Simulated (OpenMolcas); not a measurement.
# Run report: Ti²⁺ complex, multiconfigurational calculation

System: Ti²⁺ with 6 ligands (H2O and Cl; tetragonal octahedron, 2.22 Å), with no charges around it.
Method: state-averaged CASSCF, active space 2 electrons in the shell 3d, basis ANO-RCC-VDZP on the metal and ANO-RCC-VDZP on the ligands, DKH2 scalar Hamiltonian, spin-orbit coupling by RASSI with atomic mean-field integrals (OpenMolcas).

**Input**
```
&GATEWAY
Coord
15

Ti 0.0 0.0 0.0
O 2.220000 0.000000 0.000000
H 2.796978 0.779741 0.000000
H 2.796978 -0.779741 0.000000
O 0.000000 2.220000 0.000000
H 0.000000 2.796978 0.779741
H 0.000000 2.796978 -0.779741
O -2.220000 0.000000 0.000000
H -2.796978 0.779741 0.000000
H -2.796978 -0.779741 0.000000
O 0.000000 -2.220000 0.000000
H 0.000000 -2.796978 0.779741
H 0.000000 -2.796978 -0.779741
Cl 0.000000 0.000000 2.619600
Cl 0.000000 0.000000 -2.619600
Basis=Ti.ANO-RCC-VDZP,Cl.ANO-RCC-VDZP,H.ANO-RCC-VDZP,O.ANO-RCC-VDZP
Group=XYZ
NoMove
AngMom=0.0 0.0 0.0
AMFI
RICD
&SEWARD
&RASSCF
FileOrb=start.orb
Symmetry=1
Spin=3
nActEl=2 0 0
Inactive=22 25
Ras2=5 0
CIRoot=10 10 1
SDav=10
CIMx=300
Iter=150 100
PrWF=0.3
OrbListing=Nothing
MaxOrb=0
LevShft=1.0
>>> COPY $Project.JobIph JOB001
&RASSCF
FileOrb=start.orb
Symmetry=1
Spin=1
nActEl=2 0 0
Inactive=22 25
Ras2=5 0
CIRoot=15 15 1
SDav=15
CIMx=300
Iter=150 100
PrWF=0.3
OrbListing=Nothing
MaxOrb=0
LevShft=1.0
>>> COPY $Project.JobIph JOB002
&RASSI
NrOfJobIphs=2 10 15
1 2 3 4 5 6 7 8 9 10
1 2 3 4 5 6 7 8 9 10 11 12 13 14 15
IphNames
JOB001
JOB002
EJob
SpinOrbit
DIPRint=1.0
SOCoupling=1000.0
Subsets=2
Property=9
'ANGMOM' 1 'ANGMOM' 2 'ANGMOM' 3 'MLTPL  1' 1 'MLTPL  1' 2 'MLTPL  1' 3
'AMFI' 1 'AMFI' 2 'AMFI' 3
SOProperty=3
'ANGMOM' 1 'ANGMOM' 2 'ANGMOM' 3
```

The file start.orb holds starting orbitals from an earlier step. A driver script formed the levels outside the program, from RASSI's spin-orbit matrix and the active-space energies, averaged over the components of each term or state.

Hardware: 1 thread of Arm Neoverse N1, 24 GiB of memory available, shared host.

Run as:
```bash
OMP_NUM_THREADS=1 MOLCAS_MEM=2457 MOLCAS_PROJECT=a pymolcas a.inp > a.log  # once for each step of the input, in one work folder
```

**Output (extracts)**
```
--- SEWARD ---
Basis set label: TI.ANO-RCC...5S4P2D1F.

      Electronic valence basis set:
      ------------------
      Associated Effective Charge  22.000000 au
      Associated Actual Charge     22.000000 au
      Nuclear Model: Point charge

      Shell  nPrim  nBasis  Cartesian Spherical Contaminant
         s      21       5        X
         p      15       4        X
         d      10       2                 X
         f       6       1                 X
                  Relativistic Douglas-Kroll-Hess integrals:
                    - DKH order of Hamiltonian: 2
                    - DKH order of Properties : 0
                  Atomic mean-field integrals
--- RASSCF ---
Wave function specifications:
      -----------------------------

      Number of closed shell electrons          94
      Number of electrons in active shells       2
      Max number of holes in RAS1 space          0
      Max nr of electrons in RAS3 space          0
      Number of inactive orbitals               47
      Number of active orbitals                  5
      Number of secondary orbitals             114
      Spin quantum number                      1.0
      State symmetry                             1
Orbital specifications:
      -----------------------

      Symmetry species                           1   2
                                                ag  au
      Frozen orbitals                            0   0
      Inactive orbitals                         22  25
      Active orbitals                            5   0
      RAS1 orbitals                              0   0
      RAS2 orbitals                              5   0
      RAS3 orbitals                              0   0
      Secondary orbitals                        54  60
      Deleted orbitals                           0   0
      Number of basis functions                 81  85
      Number of CSFs                            10
      Number of root(s) required                10
      Iter CI   SX   CI       RASSCF       Energy    max ROT     max BLB   max BLB  Level Ln srch  Step   QN
          iter iter root      energy       change     param      element    value   shift minimum  type update
 Nr of preliminary CI iterations:   1
      Total energies have been shifted. Add                -2000.00 au
        1   1   11    0   -79.18564002    0.00E+00  -4.21E-02   20  39 1  1.43E-01*  0.96   0.00    SX    NO
        2   1   10    0   -79.24458907   -5.89E-02* -2.79E-02   20  25 1  7.03E-02*  1.00   0.00    SX    NO
        3   1   10    0   -79.26054028   -1.60E-02* -1.87E-02   20  25 1  4.76E-02*  1.00   0.00    SX    NO
        4   1    9    0   -79.26619122   -5.65E-03* -1.26E-02   20  25 1  3.22E-02*  1.01   0.00    SX    NO
        5   1    9    0   -79.26847939   -2.29E-03* -1.76E-02   20  25 1  2.18E-02*  1.01   2.50    LS   YES
        6   1    9    0   -79.27006336   -1.58E-03* -7.31E-03   20  28 1 -9.74E-03*  1.01   1.33    QN   YES
        7   1    8    0   -79.27030326   -2.40E-04* -3.58E-03   20  28 1 -4.94E-03*  1.01   1.39    QN   YES
        8   1    8    0   -79.27037240   -6.91E-05* -2.01E-03   17  27 1  2.25E-03*  1.01   1.50    QN   YES
        9   1    8    0   -79.27039453   -2.21E-05*  7.41E-04   20  34 1 -1.07E-03*  1.01   1.34    QN   YES
       10   1    8    0   -79.27039989   -5.37E-06* -6.53E-04   20  34 1 -6.34E-04*  1.01   1.54    QN   YES
       11   1    7    0   -79.27040207   -2.18E-06* -4.84E-04   17  27 1 -3.95E-04*  1.01   1.41    QN   YES
       12   1    7    0   -79.27040270   -6.25E-07* -3.31E-04   17  27 1 -2.36E-04*  1.01   1.43    QN   YES
       13   1    6    0   -79.27040287   -1.72E-07* -2.14E-04   16  28 1 -6.87E-05   1.01   1.39    QN   YES
       14   1    6    0   -79.27040291   -4.62E-08* -1.50E-04   23  43 2  2.84E-05   1.01   1.46    QN   YES
       15   1    5    0   -79.27040293   -1.47E-08* -9.23E-05   17  27 1  2.99E-05   1.01   1.43    QN   YES
       16   1    5    0   -79.27040293   -4.46E-09  -5.29E-05   17  27 1  1.73E-05   1.01   1.44    QN   YES
      Convergence after 16 iterations
       17   1    5    0   -79.27040293   -1.40E-09  -5.29E-05   16  28 1  5.28E-06   1.01   1.44    QN   YES
      Natural orbitals and occupation numbers for root  1
      sym 1:   0.945144   0.945144   0.054856   0.054856   0.000000
      Natural orbitals and occupation numbers for root  2
      sym 1:   0.926247   0.073753  -0.000000   0.926247   0.073753
      Natural orbitals and occupation numbers for root  3
      sym 1:   0.080923   0.919077   0.000000   0.919077   0.080923
::    RASSCF root number  1 Total energy:  -2079.32203317
::    RASSCF root number  2 Total energy:  -2079.31634533
::    RASSCF root number  3 Total energy:  -2079.31385592
::    RASSCF root number  4 Total energy:  -2079.28387347
::    RASSCF root number  5 Total energy:  -2079.27977643
::    RASSCF root number  6 Total energy:  -2079.27388737
::    RASSCF root number  7 Total energy:  -2079.23486742
::    RASSCF root number  8 Total energy:  -2079.22914362
::    RASSCF root number  9 Total energy:  -2079.22873241
::    RASSCF root number 10 Total energy:  -2079.22151421
--- RASSCF ---
Wave function specifications:
      -----------------------------

      Number of closed shell electrons          94
      Number of electrons in active shells       2
      Max number of holes in RAS1 space          0
      Max nr of electrons in RAS3 space          0
      Number of inactive orbitals               47
      Number of active orbitals                  5
      Number of secondary orbitals             114
      Spin quantum number                      0.0
      State symmetry                             1
Orbital specifications:
      -----------------------

      Symmetry species                           1   2
                                                ag  au
      Frozen orbitals                            0   0
      Inactive orbitals                         22  25
      Active orbitals                            5   0
      RAS1 orbitals                              0   0
      RAS2 orbitals                              5   0
      RAS3 orbitals                              0   0
      Secondary orbitals                        54  60
      Deleted orbitals                           0   0
      Number of basis functions                 81  85
      Number of CSFs                            15
      Number of root(s) required                15
      Iter CI   SX   CI       RASSCF       Energy    max ROT     max BLB   max BLB  Level Ln srch  Step   QN
          iter iter root      energy       change     param      element    value   shift minimum  type update
 Nr of preliminary CI iterations:   1
      Total energies have been shifted. Add                -2000.00 au
        1   1   11    0   -79.21437935    0.00E+00  -8.90E-03   25  31 1 -5.94E-03*  0.95   0.00    SX    NO
        2   1   11    0   -79.21500106   -6.22E-04*  4.11E-03   11  37 2 -5.19E-03*  0.94   0.00    SX    NO
        3   1   10    0   -79.21519457   -1.94E-04*  2.42E-03   11  37 2 -2.48E-03*  0.94   0.00    SX    NO
        4   1   10    0   -79.21527196   -7.74E-05*  1.49E-03   20  25 1  1.66E-03*  0.94   0.00    SX    NO
        5   1   10    0   -79.21530678   -3.48E-05*  2.20E-03   20  25 1  1.21E-03*  0.94   2.50    LS   YES
        6   1    9    0   -79.21533483   -2.80E-05*  1.12E-03   20  25 1  5.43E-04*  0.94   1.51    LS   YES
        7   1    9    0   -79.21533848   -3.66E-06* -8.12E-04   13  38 2  5.49E-04*  0.94   1.01    QN   YES
        8   1    9    0   -79.21534247   -3.99E-06* -1.21E-03   13  38 2  3.24E-04*  0.94   2.50    LS   YES
        9   1    8    0   -79.21534586   -3.39E-06* -7.34E-04   25  28 1  1.62E-04*  0.94   1.61    LS   YES
       10   1    8    0   -79.21534643   -5.68E-07*  4.88E-04   20  25 1 -2.61E-04*  0.94   1.01    QN   YES
       11   1    8    0   -79.21534703   -6.07E-07*  7.29E-04   20  25 1 -1.80E-04*  0.94   2.50    LS   YES
       12   1    8    0   -79.21534748   -4.43E-07*  4.91E-04   13  28 2  1.21E-04*  0.94   1.30    QN   YES
       13   1    7    0   -79.21534763   -1.53E-07*  4.43E-04   20  28 1  5.07E-05   0.94   1.90    LS   YES
       14   1    7    0   -79.21534767   -4.42E-08* -1.03E-04   12  36 2  1.12E-04*  0.94   0.99    QN   YES
       15   1    7    0   -79.21534773   -5.92E-08* -1.03E-04   12  36 2  3.74E-05   0.94   2.00    LS   YES
       16   1    7    0   -79.21534775   -1.95E-08* -5.04E-05   13  46 2  4.04E-05   0.94   0.99    QN   YES
       17   1    6    0   -79.21534776   -7.38E-09  -5.90E-05   13  28 2 -1.81E-05   0.94   2.07    QN   YES
      Convergence after 17 iterations
       18   1    6    0   -79.21534776   -3.53E-09  -5.90E-05   13  46 2 -6.35E-06   0.94   2.07    QN   YES
      Natural orbitals and occupation numbers for root  1
      sym 1:   0.948618   0.948618  -0.000000   0.051382   0.051382
      Natural orbitals and occupation numbers for root  2
      sym 1:   0.700829   1.238686   0.022139   0.013573   0.024773
      Natural orbitals and occupation numbers for root  3
      sym 1:   0.916198   0.916198   0.083802   0.083802  -0.000000
::    RASSCF root number  1 Total energy:  -2079.26970178
::    RASSCF root number  2 Total energy:  -2079.26894596
::    RASSCF root number  3 Total energy:  -2079.26324906
::    RASSCF root number  4 Total energy:  -2079.26118730
::    RASSCF root number  5 Total energy:  -2079.25843603
::    RASSCF root number  6 Total energy:  -2079.22069636
::    RASSCF root number  7 Total energy:  -2079.21674783
::    RASSCF root number  8 Total energy:  -2079.21352608
::    RASSCF root number  9 Total energy:  -2079.21100997
::    RASSCF root number 10 Total energy:  -2079.20833981
::    RASSCF root number 11 Total energy:  -2079.20802549
::    RASSCF root number 12 Total energy:  -2079.19933412
::    RASSCF root number 13 Total energy:  -2079.17212949
::    RASSCF root number 14 Total energy:  -2079.17178109
::    RASSCF root number 15 Total energy:  -2079.08710608
--- RASSI ---
SPIN-FREE ENERGIES:
  (Shifted by EMIN (a.u.) =      -2079.3220331741)

 SF State       Relative EMIN(au)   Rel lowest level(eV)    D:o, cm**(-1)

     1             0.0000000000        0.0000000000              0.0000
     2             0.0056878488        0.1547742518           1248.3385
     3             0.0081772545        0.2225144318           1794.6999
     4             0.0381597073        1.0383785346           8375.0877
     5             0.0422567431        1.1498645592           9274.2831
     6             0.0481458043        1.3101140763          10566.7826
    11             0.0523313901        1.4240096694          11485.4126
    12             0.0530872144        1.4445766947          11651.2968
    13             0.0587841123        1.5995971836          12901.6214
    14             0.0608458736        1.6557005677          13354.1257
    15             0.0635971427        1.7305664134          13957.9594
     7             0.0871657567        2.3719010720          19130.6723
     8             0.0928895541        2.5276535350          20386.9006
     9             0.0933007592        2.5388429943          20477.1497
    10             0.1005189655        2.7352603950          22061.3629
    16             0.1013368097        2.7575150706          22240.8590
    17             0.1052853450        2.8649601886          23107.4623
    18             0.1085070968        2.9526285224          23814.5551
    19             0.1110232030        3.0210952597          24366.7766
    20             0.1136933619        3.0937539844          24952.8087
    21             0.1140076874        3.1023072165          25021.7952
    22             0.1226990492        3.3388112196          26929.3286
    23             0.1499036831        4.0790870216          32900.0556
    24             0.1502520814        4.0885674212          32976.5202
    25             0.2349270962        6.3926919543          51560.5378
     Dipole printing threshold changed to   1.00000000E+00
Eigenvalues of complex Hamiltonian:
   -----------------------------------
  (Shifted by EMIN (a.u.) =      -2079.3220331741)

 SO State       Relative EMIN(au)   Rel lowest level(eV)    D:o, cm**(-1)

     1            -0.0000611108        0.0000000000              0.0000
     2            -0.0000370078        0.0006558770              5.2900
     3            -0.0000276308        0.0009110390              7.3480
     4             0.0056209319        0.1546162604           1247.0642
     5             0.0056303535        0.1548726329           1249.1320
     6             0.0057047319        0.1568965739           1265.4562
     7             0.0081847645        0.2243816980           1809.7604
     8             0.0082215360        0.2253823011           1817.8309
     9             0.0082371747        0.2258078523           1821.2632
    10             0.0381395360        1.0394925565           8384.0729
    11             0.0381465061        1.0396822211           8385.6026
    12             0.0381634985        1.0401446095           8389.3320
    13             0.0422397859        1.1510660408           9283.9737
    14             0.0422403645        1.1510817847           9284.1007
    15             0.0422693573        1.1518707172           9290.4639
    16             0.0481248823        1.3112076714          10575.6031
    17             0.0481304181        1.3113583073          10576.8180
    18             0.0481604117        1.3121744744          10583.4009
    19             0.0523639214        1.4265578020          11505.9646
    20             0.0530837057        1.4461441309          11663.9390
    21             0.0588085560        1.6019252419          12920.3984
    22             0.0608693411        1.6580020627          13372.6885
    23             0.0635875349        1.7319678838          13969.2631
    24             0.0871614898        2.3734478740          19143.1481
    25             0.0871666088        2.3735871707          19144.2716
    26             0.0871678858        2.3736219195          19144.5519
    27             0.0927583664        2.5257466466          20371.5206
    28             0.0927763679        2.5262364913          20375.4714
    29             0.0928830985        2.5291407793          20398.8961
    30             0.0932917660        2.5402611896          20488.5882
    31             0.0934143996        2.5435982192          20515.5032
    32             0.0934184701        2.5437089838          20516.3966
    33             0.1004798630        2.7358592736          22066.1932
    34             0.1005188230        2.7369194271          22074.7439
    35             0.1005248251        2.7370827522          22076.0612
    36             0.1014144910        2.7612917973          22271.3203
    37             0.1053174008        2.8674953818          23127.9100
    38             0.1085269347        2.9548312476          23832.3213
    39             0.1110441609        3.0233284634          24384.7886
    40             0.1136970436        3.0955170789          24967.0290
    41             0.1140111778        3.1040651069          25035.9735
Weights of the five most important spin-orbit-free states for each spin-orbit state.

 SO State  Total energy (au)           Spin-free states, spin, and weights
 -------------------------------------------------------------------------------------------------------
    1        -0.000061       1 1.0  0.9933    2 1.0  0.0044    3 1.0  0.0019    4 1.0  0.0002    5 1.0  0.0002
    2        -0.000037       1 1.0  0.9951    2 1.0  0.0047    5 1.0  0.0002   14 0.0  0.0000   16 0.0  0.0000
    3        -0.000028       1 1.0  0.9976    3 1.0  0.0021    4 1.0  0.0002   13 0.0  0.0000   17 0.0  0.0000
    4         0.005621       2 1.0  0.9784    3 1.0  0.0213    4 1.0  0.0002   11 0.0  0.0000   19 0.0  0.0000
    5         0.005630       2 1.0  0.9711    3 1.0  0.0249    1 1.0  0.0035    4 1.0  0.0002    6 1.0  0.0002
    6         0.005705       2 1.0  0.9951    1 1.0  0.0047    6 1.0  0.0002   14 0.0  0.0000   20 0.0  0.0000
    7         0.008185       3 1.0  0.9976    1 1.0  0.0021    6 1.0  0.0002   13 0.0  0.0000   17 0.0  0.0000
    8         0.008222       3 1.0  0.9784    2 1.0  0.0213    5 1.0  0.0002   11 0.0  0.0000   19 0.0  0.0000
    9         0.008237       3 1.0  0.9727    2 1.0  0.0240    1 1.0  0.0029    5 1.0  0.0002    6 1.0  0.0001
   10         0.038140       4 1.0  0.9970    5 1.0  0.0015   11 0.0  0.0011    2 1.0  0.0002    7 1.0  0.0001
   11         0.038147       4 1.0  0.9990   13 0.0  0.0005    6 1.0  0.0002    1 1.0  0.0002    7 1.0  0.0001
   12         0.038163       4 1.0  0.9982    5 1.0  0.0012    2 1.0  0.0002    6 1.0  0.0002    1 1.0  0.0002
```

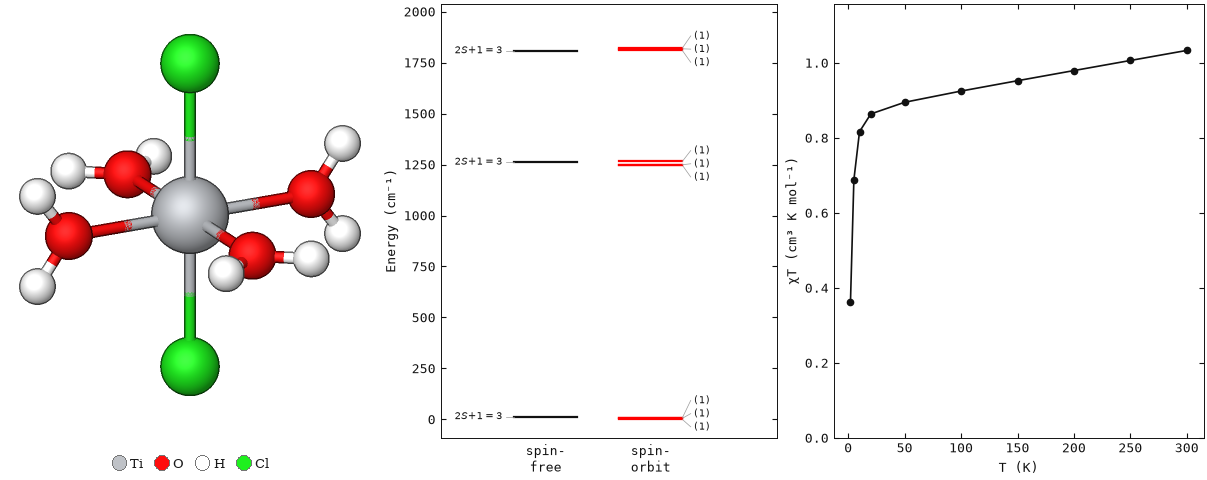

Figure 1. Ti²⁺ (3d²) with 6 ligands, H₂O with axial Cl⁻, at 2.22 Å (arrangement: tetragonal octahedron, Ci), axial distortion 1.18, and its levels and susceptibility. Labels give the representation in O, Td, D4 or D3 as the site allows (double group for half-integer spin) where it could be assigned and, in brackets, the degeneracy; spin-free states, where drawn, share the zero of the spin-orbit levels. Powder susceptibility by Van Vleck's formula. The ground level is non-degenerate, 100 % from states of spin multiplicity 3. The next level lies at 5.3 cm⁻¹. χT is 0.363 cm³ K mol⁻¹ at 2 K and 1.03 at 300 K, an effective moment of 2.88 μB. The active orbitals hold 91 to 97 % metal character (Löwdin), and the Mulliken charge of the metal is +1.53.

**Summary**

| quantity | value |
| --- | --- |
| outcome | converged |
| energy of the lowest spin-free term | −2079.32203 hartree |
| energy of the lowest spin-orbit level | −2079.32209 hartree |
| largest spread among components of a term | 0.0 cm⁻¹ |
| wall time | 51 s |
| peak memory | 0.18 GiB |

**Notes**

Without dynamic correlation the splittings between terms come out too large, often by 20 to 50 %. Limits: distances are set from ionic radii, not optimised.
